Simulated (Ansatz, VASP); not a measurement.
## Cross-check of VSi2 between VASP and Ansatz

One calculation is typed for both programs; each brings its own data sets and cutoff. How far apart do they land?

Method: plane waves, with VASP 6.6.1 beside it; single point at PBE and single point at RPBE with D3(BJ), in Ansatz 0.2.0.

## Step 1: Set-up

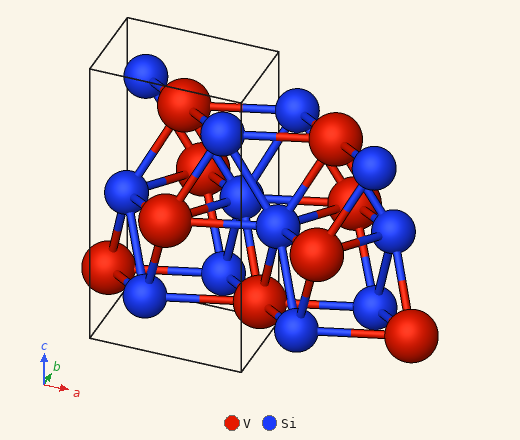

Start, viewed slightly off an axis; vanadium red, silicon blue. 2×1×1 cells are drawn. Some periodic images of atoms are drawn too.

Coordinates:

```xyz
9
Lattice="4.5348 0.0000 0.0000 -2.2674 3.9273 0.0000 0.0000 0.0000 6.3189" Properties=species:S:1:pos:R:3 pbc="T T T"
V     2.2674    0.0000    3.1595
V     1.1337    1.9636    5.2658
V    -1.1337    1.9636    1.0532
Si    1.1053    0.6382    1.0532
Si    3.4295    0.6382    5.2658
Si    0.0000    1.2763    3.1595
Si    1.1621    3.2891    1.0532
Si   -1.1621    3.2891    5.2658
Si    2.2674    2.6509    3.1595
```

## Step 2: VASP: single point, PBE

With cell and atoms fixed, the geometry can't cause a difference; cores, projectors, grids and the points listed under the comparison can.

Lines of VASP's logs that name or quote its potential files are left out, and so is its time.

Contents of INCAR:

```
SYSTEM = VSi2
PREC = Accurate
ENCUT = 400
EDIFF = 1E-06
NELM = 100
ISMEAR = -1
SIGMA = 0.05
LREAL = .FALSE.
ALGO = Normal
GGA = PE
NBANDS = 45
ISPIN = 2
MAGMOM = 2 2 2 0 0 0 0 0 0
LMAXMIX = 4
LORBIT = 11
LWAVE = .FALSE.
LCHARG = .FALSE.
KPAR = 4
ISIF = 2
```

Contents of POSCAR:

```
VSi2
1.0
    4.5347995798      0.0000000000      0.0000000000
   -2.2673997899      3.9272516372      0.0000000000
    0.0000000000      0.0000000000      6.3189006300
V Si
3 6
Direct
    0.5000000000      0.0000000000      0.5000000000
    0.5000000000      0.5000000000      0.8333333333
    0.0000000000      0.5000000000      0.1666666667
    0.3249864500      0.1624932250      0.1666666667
    0.8375067750      0.1624932250      0.8333333333
    0.1624932250      0.3249864500      0.5000000000
    0.6750135500      0.8375067750      0.1666666667
    0.1624932250      0.8375067750      0.8333333333
    0.8375067750      0.6750135500      0.5000000000
```

Contents of KPOINTS:

```
Automatic mesh
0
Gamma
7 7 4
0 0 0
```

Potentials, in the order of the species: V_sv and Si (PBE family, release 64).

Launch:

```console
mpirun -np 4 vasp_std
```

Numbers of over 12 decimals in the logs are rounded to 6 here.

The log of the run:

```text
[banner, memory and clock lines left out]
running    4 mpi-ranks, on    1 nodes
 distrk:  each k-point on    1 cores,    4 groups
 distr:  one band on    1 cores,    1 groups

 POSCAR found type information on POSCAR V Si
 POSCAR found :  2 types and       9 ions
 LDA part: xc-table for (Slater+PW92), standard interpolation
 POSCAR, INCAR and KPOINTS ok, starting setup
 FFT: planning ... GRIDC
 FFT: planning ... GRID_SOFT
 FFT: planning ... GRID
 WAVECAR not read
 entering main loop
       N       E                     dE             d eps       ncg     rms          rms(c)
DAV:   1     0.594213065632E+03    0.59421E+03   -0.28843E+04  4704   0.115E+03
DAV:   2    -0.305282178223E+02   -0.62474E+03   -0.60115E+03  4430   0.389E+02
DAV:   3    -0.685636613199E+02   -0.38035E+02   -0.36604E+02  5625   0.949E+01
DAV:   4    -0.694113331173E+02   -0.84767E+00   -0.84251E+00  5368   0.136E+01
DAV:   5    -0.694262980572E+02   -0.14965E-01   -0.14946E-01  5235   0.198E+00    0.448E+01
DAV:   6    -0.686278101450E+02    0.79849E+00   -0.90963E+01  5562   0.555E+01    0.219E+01
DAV:   7    -0.648339296881E+02    0.37939E+01   -0.52493E+01  5465   0.470E+01    0.170E+01
DAV:   8    -0.639287799677E+02    0.90515E+00   -0.38336E+00  5265   0.113E+01    0.609E+00
DAV:   9    -0.638707669975E+02    0.58013E-01   -0.42921E-01  5617   0.342E+00    0.175E+00
DAV:  10    -0.638697874859E+02    0.97951E-03   -0.14510E-02  5277   0.602E-01    0.628E-01
DAV:  11    -0.638689554512E+02    0.83203E-03   -0.73629E-03  5183   0.460E-01    0.298E-01
DAV:  12    -0.638688318019E+02    0.12365E-03   -0.88712E-04  4999   0.194E-01    0.106E-01
DAV:  13    -0.638688124514E+02    0.19350E-04   -0.18021E-04  5526   0.690E-02    0.322E-02
DAV:  14    -0.638688221745E+02   -0.97231E-05   -0.28414E-05  5531   0.301E-02    0.152E-02
DAV:  15    -0.638688218265E+02    0.34796E-06   -0.17907E-06  3540   0.877E-03
   1 F= -.63868822E+02 E0= -.63846423E+02  d E =-.447982E-01  mag=     0.0024
```

From OUTCAR (step 2):

```text
ion  position               nearest neighbor table
   1  0.500  0.000  0.500-   4 2.49   5 2.49   7 2.49   8 2.49   6 2.60   6 2.60   9 2.60   9 2.60
                             6 2.65   9 2.65
   2  0.500  0.500  0.833-   6 2.49   9 2.49   7 2.49   4 2.49   8 2.60   5 2.60   8 2.60   5 2.60
                             8 2.65   5 2.65
   3  0.000  0.500  0.167-   6 2.49   9 2.49   8 2.49   5 2.49   4 2.60   7 2.60   4 2.60   7 2.60
                             7 2.65   4 2.65
   4  0.325  0.162  0.167-   6 2.46   8 2.46   1 2.49   2 2.49   7 2.55   3 2.60   3 2.60   3 2.65
                             7 2.65   7 2.65   9 3.05   5 3.05   9 3.14   5 3.14
   5  0.838  0.162  0.833-   6 2.46   7 2.46   1 2.49   3 2.49   8 2.55   2 2.60   2 2.60   2 2.65
                             8 2.65   8 2.65   9 3.05   4 3.05   9 3.14   4 3.14
   6  0.162  0.325  0.500-   4 2.46   5 2.46   2 2.49   3 2.49   9 2.55   1 2.60   1 2.60   1 2.65
                             9 2.65   9 2.65   8 3.05   7 3.05   7 3.14   8 3.14
   7  0.675  0.838  0.167-   9 2.46   5 2.46   1 2.49   2 2.49   4 2.55   3 2.60   3 2.60   3 2.65
                             4 2.65   4 2.65   6 3.05   8 3.05   6 3.14   8 3.14
   8  0.162  0.838  0.833-   9 2.46   4 2.46   1 2.49   3 2.49   5 2.55   2 2.60   2 2.60   2 2.65
                             5 2.65   5 2.65   6 3.05   7 3.05   6 3.14   7 3.14
   9  0.838  0.675  0.500-   7 2.46   8 2.46   2 2.49   3 2.49   6 2.55   1 2.60   1 2.60   1 2.65
                             6 2.65   6 2.65   5 3.05   4 3.05   5 3.14   4 3.14

  LATTYP: Found a hexagonal cell.
 ALAT       =     4.5347995798
 C/A-ratio  =     1.3934244543

 Subroutine GETGRP returns: Found 12 space group operations
 (whereof  4 operations were pure point group operations)

The static configuration has the point symmetry D_2 .
 The point group associated with its full space group is D_6 .

 Found     24 irreducible k-points:

   k-points           NKPTS =     24   k-points in BZ     NKDIM =     24   number of bands    NBANDS=     45

   dimension x,y,z NGX =    30 NGY =   30 NGZ =   42
   dimension x,y,z NGXF=    60 NGYF=   60 NGZF=   84

   ENCUT  =  400.0 eV  29.40 Ry    5.42 a.u.   7.40  7.40 10.30*2*pi/ulx,y,z

   NELECT =      63.0000    total number of electrons

 k-points in reciprocal lattice and weights: Automatic mesh
   0.00000000  0.00000000  0.00000000       0.005
   0.14285714  0.00000000  0.00000000       0.031
   0.28571429  0.00000000  0.00000000       0.031
   0.42857143 -0.00000000  0.00000000       0.031
   0.14285714  0.14285714  0.00000000       0.031
   0.28571429  0.14285714  0.00000000       0.061
   0.42857143  0.14285714  0.00000000       0.031
   0.28571429  0.28571429  0.00000000       0.031
   0.00000000  0.00000000  0.25000000       0.010
[...]
0.42857143  0.14285714  0.50000000       0.031
   0.28571429  0.28571429  0.50000000       0.031

 average (electrostatic) potential at core
       1 -68.7095       2 -68.7095       3 -68.7095       4 -77.9379       5 -77.9379
       6 -77.9379       7 -77.9379       8 -77.9379       9 -77.9379

 E-fermi :  11.5050

 spin component 1
 k-point     1 :       0.0000    0.0000    0.0000
  band No.  band energies     occupation
    ...
     28       9.3673      1.00000
     29       9.3673      1.00000
     30       9.6794      1.00000
     31       9.6794      1.00000
     32       9.7886      1.00000
     33      11.8860      0.00049
     34      13.6545      0.00000
     35      13.9951      0.00000
     36      13.9951      0.00000
     37      14.0429      0.00000
    ...

 k-point     2 :       0.1429    0.0000    0.0000
  band No.  band energies     occupation
    ...
     28       9.5327      1.00000
     29       9.7673      1.00000
     30       9.8040      1.00000
     31       9.9061      1.00000
     32       9.9998      1.00000
     33      11.8369      0.00131
     34      13.3166      0.00000
     35      13.6753      0.00000
     36      13.7076      0.00000
     37      13.7588      0.00000
    ...

 k-point     3 :       0.2857    0.0000    0.0000
  band No.  band energies     occupation
    ...
     28       9.9114      1.00000
     29      10.2511      1.00000
     30      10.3368      1.00000
     31      10.6726      1.00000
     32      10.7253      1.00000
     33      11.5683      0.22012
     34      13.0503      0.00000
     35      13.1890      0.00000
     36      13.3450      0.00000
     37      13.4350      0.00000
    ...

 k-point     4 :       0.4286   -0.0000    0.0000
  band No.  band energies     occupation
    ...
     28      10.0807      1.00000
     29      10.7152      1.00000
     30      10.9174      0.99999
     31      11.3697      0.93746
     32      11.4308      0.81529
     33      11.7588      0.00621
     34      12.6534      0.00000
     35      13.0001      0.00000
     36      13.0836      0.00000
     37      13.6522      0.00000
    ...

 k-point     5 :       0.1429    0.1429    0.0000
  band No.  band energies     occupation
    ...
     28       9.7555      1.00000
     29       9.7622      1.00000
     30      10.2715      1.00000
     31      10.4167      1.00000
     32      10.5855      1.00000
     33      11.6608      0.04244
     34      13.0763      0.00000
     35      13.3643      0.00000
     36      13.4015      0.00000
     37      13.4778      0.00000
    ...

 k-point     6 :       0.2857    0.1429    0.0000
  band No.  band energies     occupation
    ...
     28       9.9893      1.00000
     29      10.2143      1.00000
     30      10.7532      1.00000
     31      11.1325      0.99942
     32      11.4098      0.87045
     33      11.5610      0.24612
     34      12.9077      0.00000
     35      13.0807      0.00000
     36      13.1563      0.00000
     37      13.3598      0.00000
    ...

  Total        2.0367349      2.0367349      3.0287818      0.0000000      0.0000000      0.0000000
  in kB       28.9972453     28.9972453     43.1211378      0.0000000      0.0000000      0.0000000
  external PRESSURE =      33.7052095 kB  Pullay stress =       0.0000000 kB

  energy-cutoff  :      400.00
  volume of cell :      112.54
      direct lattice vectors                 reciprocal lattice vectors
     4.534799580  0.000000000  0.000000000     0.220516912  0.127315499  0.000000000
    -2.267399790  3.927251637  0.000000000     0.000000000  0.254630997  0.000000000
     0.000000000  0.000000000  6.318900630     0.000000000  0.000000000  0.158255377

 POSITION                                       TOTAL-FORCE (eV/Angst)
 -----------------------------------------------------------------------------------
      2.26740      0.00000      3.15945         0.000000     -0.000000     -0.000000
      1.13370      1.96363      5.26575         0.000000     -0.000000      0.000000
     -1.13370      1.96363      1.05315         0.000000     -0.000000     -0.000000
      1.10531      0.63815      1.05315         0.058633      0.033852     -0.000000
      3.42949      0.63815      5.26575        -0.058633      0.033852      0.000000
      0.00000      1.27630      3.15945         0.000000      0.067704     -0.000000
      1.16209      3.28910      1.05315        -0.058633     -0.033852     -0.000000
     -1.16209      3.28910      5.26575         0.058633     -0.033852      0.000000
      2.26740      2.65095      3.15945        -0.000000     -0.067704      0.000000
 -----------------------------------------------------------------------------------
    total drift:                               -0.000000      0.000000      0.000001

  FREE ENERGIE OF THE ION-ELECTRON SYSTEM (eV)
  ---------------------------------------------------
  free  energy   TOTEN  =       -63.8688218265 eV

  energy  without entropy=      -63.8240236526  energy(sigma->0) =      -63.84642274

 total charge
# of ion       s       p       d       tot
------------------------------------------
    1        2.238   6.238   3.256  11.733
    2        2.238   6.238   3.256  11.733
    3        2.238   6.238   3.256  11.733
    4        0.753   0.901   0.000   1.654
    5        0.753   0.901   0.000   1.654
    6        0.753   0.901   0.000   1.654
    7        0.753   0.901   0.000   1.654
    8        0.753   0.901   0.000   1.654
    9        0.753   0.901   0.000   1.654
--------------------------------------------------
tot         11.228  24.122   9.769  45.119

 magnetization (x)
# of ion       s       p       d       tot
------------------------------------------
    1        0.000   0.000   0.002   0.002
    2        0.000   0.000   0.002   0.002
    3        0.000   0.000   0.002   0.002
    4       -0.000  -0.000   0.000  -0.000
    5       -0.000  -0.000   0.000  -0.000
    6       -0.000  -0.000   0.000  -0.000
    7       -0.000  -0.000   0.000  -0.000
    8       -0.000  -0.000   0.000  -0.000
    9       -0.000  -0.000   0.000  -0.000
--------------------------------------------------
tot         -0.000  -0.000   0.005   0.004

[... 6 further parts left out ...]
```

The run ends at a pressure of 3.37 GPa, with forces up to 0.068 eV/Å.

[end of part 1 of 2]

[Lines on the potential files, build, host, timing and source positions are cut from VASP's logs without a mark.]

[Logs are printed without paths, hosts, clocks, repeated set-up lines and the standing remarks that a program may print on its own settings, such as how far it seeks lower states.]

[Hosts, paths, dates, database ids (printed as entryN), source tags and the programs' standing remarks are cut or masked in the printed files.]
